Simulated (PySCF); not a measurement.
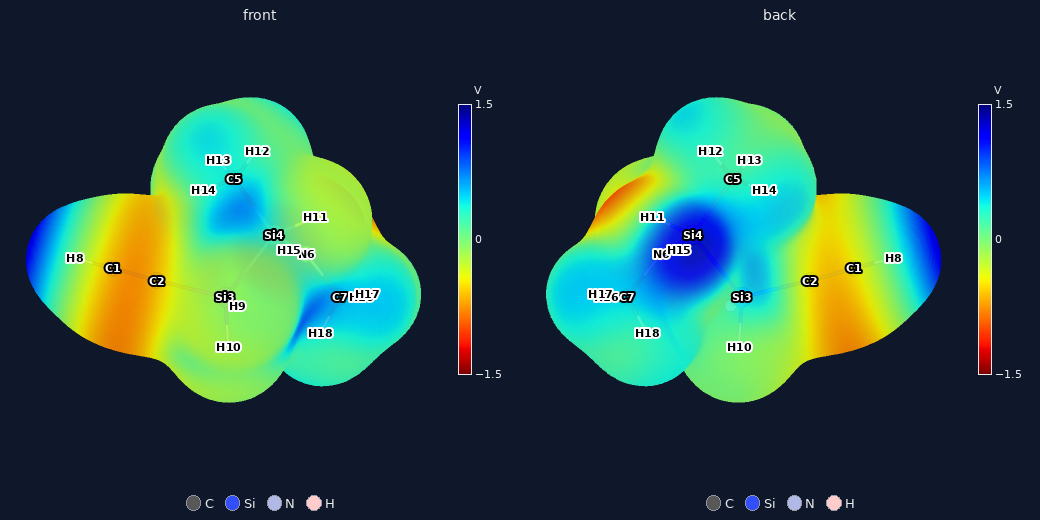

*C₄H₁₁NSi₂. The molecular electrostatic potential painted on the density surface at 0.001 e/bohr³, seen from the front and from behind; the colour scale runs from red (negative) to blue (positive).*

Geometry: GFN2-xTB.

Theory: PBE0/def2-SVPD, SCF density, gas phase in PySCF 2.14.0.

```yaml
atoms:
  - { symbol: C, position_ang: [3.7934, 0.4878, -0.1697] }
  - { symbol: C, position_ang: [2.7719, 0.0221, -0.6012] }
  - { symbol: Si, position_ang: [1.1594, -0.6541, -1.2171] }
  - { symbol: Si, position_ang: [-0.6371, 0.5092, -0.3050] }
  - { symbol: C, position_ang: [-0.0592, 1.9712, 0.7584] }
  - { symbol: N, position_ang: [-1.6632, -0.4147, 0.7332] }
  - { symbol: C, position_ang: [-2.2929, -1.6384, 0.3059] }
  - { symbol: H, position_ang: [4.6940, 0.8868, 0.2021] }
  - { symbol: H, position_ang: [1.2443, -0.6074, -2.6867] }
  - { symbol: H, position_ang: [1.1942, -2.0846, -0.8548] }
  - { symbol: H, position_ang: [-1.5514, 0.9970, -1.3591] }
  - { symbol: H, position_ang: [-0.8921, 2.4783, 1.2351] }
  - { symbol: H, position_ang: [0.4609, 2.6964, 0.1416] }
  - { symbol: H, position_ang: [0.6313, 1.6571, 1.5357] }
  - { symbol: H, position_ang: [-1.4553, -0.4279, 1.7203] }
  - { symbol: H, position_ang: [-2.6093, -1.5231, -0.7290] }
  - { symbol: H, position_ang: [-3.1747, -1.8439, 0.9156] }
  - { symbol: H, position_ang: [-1.6232, -2.5055, 0.3631] }
```

> Where is the surface potential most negative and most positive?

The most negative region (about −0.9 V) lies over N6, the most positive (about +1.3 V) over H8 and H15.

> How polar is the molecule by this calculation?

Its dipole moment is 1.31 D.
